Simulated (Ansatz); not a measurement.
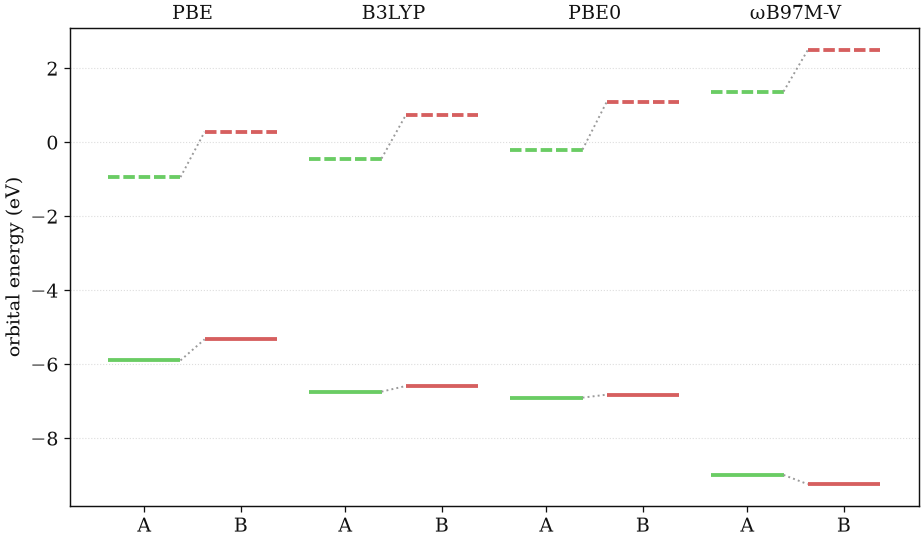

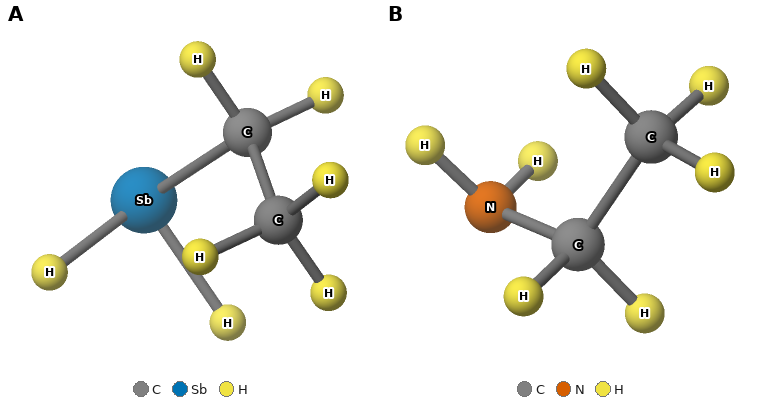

One change: A, C₂H₇Sb (SMILES C[CH2][SbH2]), becomes B, C₂H₇N (SMILES CCN). SbH₂ on C is replaced by NH₂. HOMO (solid) and LUMO (dashed) computed in def2-TZVPP at PBE0-D4/def2-TZVP geometries, both minima by their frequencies, gas phase, the Ansatz code 0.2.0. Empty levels above zero depend strongly on the basis.

Q: What does the change do to HOMO and LUMO?

A: PBE: the HOMO rises by 0.57 eV, the LUMO rises by 1.22 eV, and the separation goes from 4.95 to 5.61 eV. B3LYP: the HOMO rises by 0.15 eV, the LUMO rises by 1.17 eV, and the separation goes from 6.30 to 7.32 eV. PBE0: the HOMO rises by 0.08 eV, the LUMO rises by 1.29 eV, and the separation goes from 6.71 to 7.91 eV. ωB97M-V: the HOMO falls by 0.25 eV, the LUMO rises by 1.12 eV, and the separation goes from 10.36 to 11.73 eV.

Q: Do the functionals agree on the effect?

A: Not on every direction; the HOMO shift lies between −0.25 and 0.57 eV and the LUMO shift between 1.12 and 1.29 eV, while the separations themselves differ by up to 6.1 eV between functionals.

Note: core potentials past krypton; spin-orbit coupling is left out, and with Sb it can shift these values.
